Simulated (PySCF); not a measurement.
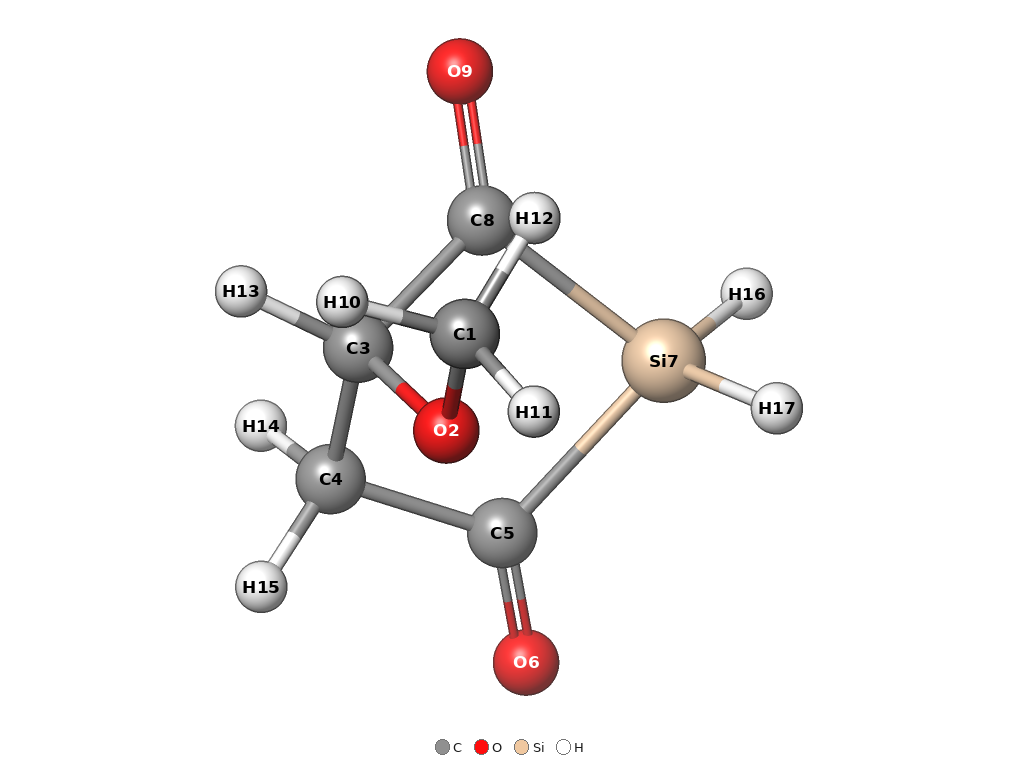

The computed structure is the end point of a GFN2-xTB optimisation. No frequency run is at hand to confirm it as a minimum. Electric field gradients from the ground-state density, PBE0/pcSseg-1 (PySCF 2.14.0), non-relativistic apart from any core potentials.

Give the largest field-gradient component, the quadrupole coupling constant and the asymmetry for 17O at O2 (Q = −25.6 mb), 17O at O6 (Q = −25.6 mb), 17O at O9 (Q = −25.6 mb), 2H at H10 (Q = 2.86 mb), 2H at H11 (Q = 2.86 mb).

| atom | V_zz (a.u.) | e²qQ/h (MHz) | η |
| --- | --- | --- | --- |
| O2 | 1.922 | −11.56 | 0.95 |
| O6 | −2.044 | 12.29 | 0.60 |
| O9 | −2.104 | 12.66 | 0.62 |
| H10 | 0.292 | 0.196 | 0.09 |
| H11 | 0.305 | 0.205 | 0.07 |

The geometry is semi-empirical. Around Si such bond lengths and angles can be off by a tenth of an ångström or more and by several degrees, and values that hang on the shape move with them.
